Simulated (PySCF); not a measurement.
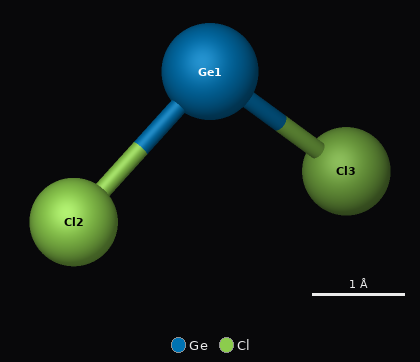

**Figure 1.** The input geometry (ball-and-stick view, seen at a tilt; atoms are numbered from 1 in the order of the input). Sticks mark near contacts. Bond lengths as drawn: Cl–Ge 2.26 Å.

# Run report: GeCl2, single-point calculation

GeCl2, computed with UHF/def2-svp, tda (PySCF 2.14.0).

## Output
```
PySCF version 2.14.0

[INPUT] verbose = 4
[INPUT] num. atoms = 3
[INPUT] num. electrons = 66
[INPUT] charge = 0
[INPUT] spin (= nelec alpha-beta = 2S) = 0
[INPUT] symmetry True subgroup None
[INPUT] Mole.unit = angstrom
[INPUT] Symbol           X                Y                Z      unit          X                Y                Z       unit  Magmom
[INPUT]  1 Ge    -0.014800000000  -0.703200000000   0.000000000000 AA   -0.027967946644  -1.328855410794   0.000000000000 Bohr   0.0
[INPUT]  2 Cl     0.015800000000   0.743800000000   1.732000000000 AA    0.029857672768   1.405578291451   3.273005647747 Bohr   0.0
[INPUT]  3 Cl     0.015800000000   0.743800000000  -1.732000000000 AA    0.029857672768   1.405578291451  -3.273005647747 Bohr   0.0

nuclear repulsion = 299.228952236154
point group symmetry = C2v
symmetry origin: [ 1.82100881e-03  7.97922540e-02 -1.34572488e-17]
symmetry axis x: [-9.99776473e-01  2.11424741e-02 -9.12119755e-19]
symmetry axis y: [0.00000000e+00 4.31415807e-17 1.00000000e+00]
symmetry axis z: [-2.11424741e-02 -9.99776473e-01  4.31319374e-17]
num. orbitals of irrep A1 = 28
num. orbitals of irrep A2 = 8
num. orbitals of irrep B1 = 12
num. orbitals of irrep B2 = 20
number of shells = 28
number of NR pGTOs = 146
number of NR cGTOs = 68
basis = def2-svp
ecp = {}

******** <class 'pyscf.scf.uhf_symm.SymAdaptedUHF'> ********
method = SymAdaptedUHF
initial guess = minao
damping factor = 0
level_shift factor = 0
DIIS = <class 'pyscf.scf.diis.CDIIS'>
diis_start_cycle = 1
diis_space = 8
diis_damp = 0
SCF conv_tol = 1e-09
SCF conv_tol_grad = None
SCF max_cycles = 50
direct_scf = True
direct_scf_tol = 1e-13
number electrons alpha = 33  beta = 33
Freeze 0 electrons in irreps []
    66 free electrons in irreps A1 A2 B1 B2
Set gradient conv threshold to 3.16228e-05
init E= -2992.94080303548
alpha HOMO (A1) = -0.323566561672679  LUMO (B1) = -0.0667205978731249
beta  HOMO (A1) = -0.325632532955278  LUMO (B1) = -0.0663102279848355
  HOMO = -0.323566561673  LUMO = -0.0667205978731  gap/eV = 6.98913
cycle= 1 E= -2993.82366850691  delta_E= -0.883  |g|= 0.304  |ddm|= 1.14
alpha HOMO (A1) = -0.385728402849849  LUMO (B1) = -0.059474659304545
beta  HOMO (A1) = -0.386108556905843  LUMO (B1) = -0.0596789098747719
  HOMO = -0.38572840285  LUMO = -0.0596789098748  gap/eV = 8.87226
cycle= 2 E= -2993.8781852926  delta_E= -0.0545  |g|= 0.186  |ddm|= 0.664
alpha HOMO (A1) = -0.389669664516447  LUMO (B1) = -0.015191658434119
beta  HOMO (A1) = -0.389678303495667  LUMO (B1) = -0.0148063272355863
  HOMO = -0.389669664516  LUMO = -0.0151916584341  gap/eV = 10.19007
cycle= 3 E= -2993.89487968801  delta_E= -0.0167  |g|= 0.0235  |ddm|= 0.213
alpha HOMO (A1) = -0.38975094244472  LUMO (B1) = -0.00929998631856055
beta  HOMO (A1) = -0.389744429902195  LUMO (B1) = -0.00897110896648412
  HOMO = -0.389744429902  LUMO = -0.00929998631856  gap/eV = 10.35242
cycle= 4 E= -2993.89550832856  delta_E= -0.000629  |g|= 0.00982  |ddm|= 0.0537
alpha HOMO (A1) = -0.389355394859133  LUMO (B1) = -0.00807004711303083
beta  HOMO (A1) = -0.389363094283215  LUMO (B1) = -0.00787518676292587
  HOMO = -0.389355394859  LUMO = -0.00807004711303  gap/eV = 10.37530
cycle= 5 E= -2993.89567272664  delta_E= -0.000164  |g|= 0.00281  |ddm|= 0.0342
alpha HOMO (A1) = -0.389425584033757  LUMO (B1) = -0.00838076876942928
beta  HOMO (A1) = -0.389440071629962  LUMO (B1) = -0.00828669395998061
  HOMO = -0.389425584034  LUMO = -0.00838076876943  gap/eV = 10.36876
cycle= 6 E= -2993.89569217758  delta_E= -1.95e-05  |g|= 0.000733  |ddm|= 0.0125
alpha HOMO (A1) = -0.389386524053287  LUMO (B1) = -0.00830486133374952
beta  HOMO (A1) = -0.389399951189664  LUMO (B1) = -0.00826178467344052
  HOMO = -0.389386524053  LUMO = -0.00830486133375  gap/eV = 10.36976
cycle= 7 E= -2993.89569368321  delta_E= -1.51e-06  |g|= 0.000158  |ddm|= 0.00342
alpha HOMO (A1) = -0.389325388336167  LUMO (B1) = -0.00824641893733036
beta  HOMO (A1) = -0.389334663445648  LUMO (B1) = -0.00822225723514514
  HOMO = -0.389325388336  LUMO = -0.00824641893733  gap/eV = 10.36969
cycle= 8 E= -2993.895693733  delta_E= -4.98e-08  |g|= 5.55e-05  |ddm|= 0.000398
alpha HOMO (A1) = -0.389326060874579  LUMO (B1) = -0.00824377934602216
beta  HOMO (A1) = -0.389331709137622  LUMO (B1) = -0.00823095876283375
  HOMO = -0.389326060875  LUMO = -0.00824377934602  gap/eV = 10.36978
cycle= 9 E= -2993.89569373996  delta_E= -6.96e-09  |g|= 2.17e-05  |ddm|= 0.000151
alpha HOMO (A1) = -0.389328258797475  LUMO (B1) = -0.00824201346409126
beta  HOMO (A1) = -0.389330705159073  LUMO (B1) = -0.00823716792145834
  HOMO = -0.389328258797  LUMO = -0.00824201346409  gap/eV = 10.36988
cycle= 10 E= -2993.89569374136  delta_E= -1.4e-09  |g|= 7.49e-06  |ddm|= 7.71e-05
alpha HOMO (A1) = -0.3893289072854  LUMO (B1) = -0.00823951954617597
beta  HOMO (A1) = -0.38932959618713  LUMO (B1) = -0.0082384118822012
  HOMO = -0.389328907285  LUMO = -0.00823951954618  gap/eV = 10.36997
cycle= 11 E= -2993.89569374155  delta_E= -1.9e-10  |g|= 2.02e-06  |ddm|= 3.05e-05
```

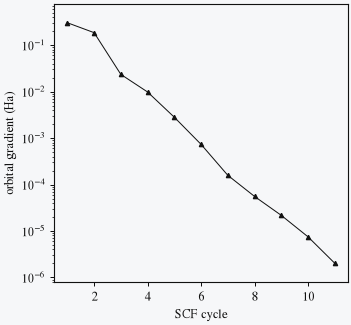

**Figure 2.** Convergence of the self-consistent field: orbital gradient against the SCF cycle. The residual falls at every step.

```
alpha HOMO (A1) = -0.389329189321891  LUMO (B1) = -0.00823949649972944
beta  HOMO (A1) = -0.389329625374643  LUMO (B1) = -0.00823877750021618
  HOMO = -0.389329189322  LUMO = -0.00823949649973  gap/eV = 10.36998
Extra cycle  E= -2993.89569374155  delta_E= -2.73e-12  |g|= 1.18e-06  |ddm|= 4.12e-06
converged SCF energy = -2993.89569374155  <S^2> = 3.881695e-11  2S+1 = 1

******** <class 'pyscf.tdscf.uhf.TDA'> for <class 'pyscf.scf.uhf_symm.SymAdaptedUHF'> ********
nstates = 5
deg_eia_thresh = 1.000e-03
wfnsym = None
conv_tol = 1e-05
eigh lindep = 1e-12
eigh level_shift = 0
eigh max_cycle = 100

Excitation energies (eV)
[2.35763463 4.29696187 5.20644737 5.78128083 5.8364188 ]

** Excitation energies and oscillator strengths **
Excited State   1:   B1      2.35763 eV    525.88 nm  f=0.0000
      27a ->   34a     -0.13137
      29a ->   34a     -0.12709
      33a ->   34a     -0.67427
      27b ->   34b      0.13137
      29b ->   34b      0.12709
      33b ->   34b      0.67426
Excited State   2:   B1      4.29696 eV    288.54 nm  f=0.0672
      33a ->   34a      0.69948
      33b ->   34b      0.69949
Excited State   3:   B2      5.20645 eV    238.14 nm  f=0.0000
      29a ->   35a      0.10292
      33a ->   35a      0.67310
      29b ->   35b     -0.10292
      33b ->   35b     -0.67310
Excited State   4:   A2      5.78128 eV    214.46 nm  f=0.0000
      32a ->   34a     -0.69556
      32b ->   34b      0.69541
Excited State   5:   B2      5.83642 eV    212.43 nm  f=0.0000
      31a ->   34a      0.69617
      31b ->   34b     -0.69612

** Transition electric dipole moments (AU) **
state          X           Y           Z        Dip. S.      Osc.
  1        -0.0000      0.0000     -0.0000      0.0000      0.0000
  2         0.7989     -0.0169      0.0000      0.6385      0.0672
  3        -0.0000     -0.0000      0.0000      0.0000      0.0000
  4         0.0000      0.0000      0.0000      0.0000      0.0000
  5         0.0000      0.0000     -0.0000      0.0000      0.0000

** Transition velocity dipole moments (imaginary part, AU) **
state          X           Y           Z        Dip. S.      Osc.
  1         0.0000     -0.0000     -0.0000      0.0000      0.0000
  2         0.0263     -0.0006     -0.0000      0.0007      0.0029
  3        -0.0000      0.0000      0.0000      0.0000      0.0000
  4         0.0000      0.0000     -0.0000      0.0000      0.0000
  5        -0.0000      0.0000      0.0000      0.0000      0.0000

** Transition magnetic dipole moments (imaginary part, AU) **
state          X           Y           Z
  1        -0.0000      0.0000      0.0000
  2        -0.0000     -0.0000     -1.3647
  3         0.0000     -0.0000      0.0000
  4        -0.0000     -0.0001      0.0000
  5         0.0000     -0.0000      0.0000
Dipole moment(X, Y, Z, Debye): -0.05981, -2.82841,  0.00000
orbital energies (hartree): [array([-0.4504, -0.4396, -0.3893, -0.0082,  0.0999,  0.1138]), array([-0.4504, -0.4396, -0.3893, -0.0082,  0.0999,  0.1138])]
```

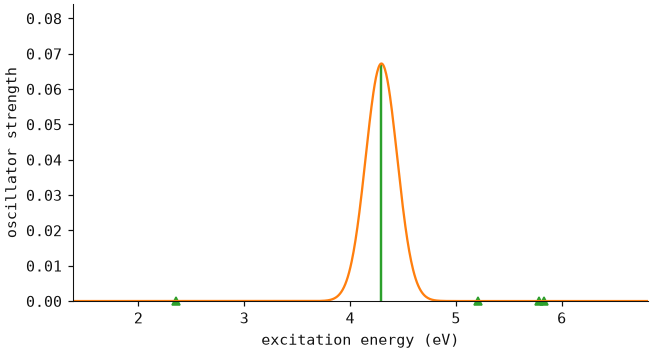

**Figure 3.** Computed excitations as sticks (degenerate states added up, dark ones marked on the axis), with a Gaussian envelope of 0.35 eV full width at half maximum, scaled to the tallest. Of the 5 states the lowest lies at 2.36 eV (f = 0.000); the strongest line is at 4.30 eV, or 289 nm (f = 0.067).

The run was set up as follows.

## Input file
```python
from pyscf import gto, scf, tdscf

mol = gto.M(
    atom='Ge -0.0148 -0.7032 0; Cl 0.0158 0.7438 1.732; Cl 0.0158 0.7438 -1.732',
    basis='def2-svp',
    charge=0,
    spin=0,
    symmetry=True,
    verbose=4,
)
mf = scf.UHF(mol)
mf.kernel()
td = tdscf.TDA(mf)
td.nstates = 5
td.kernel()
td.analyze()
mf.dip_moment()
print('orbital energies (hartree):', [e[max(0, n-3):n+3].round(4) for e, n in zip(mf.mo_energy, mol.nelec)])
```

Run as:
```bash
python input.py
```

## Summary

```csv
quantity,value
outcome,converged
SCF energy,−2993.895694 hartree
dipole moment,2.83 D
hardware,"1 CPU thread, shared host"
wall time,15 s
```
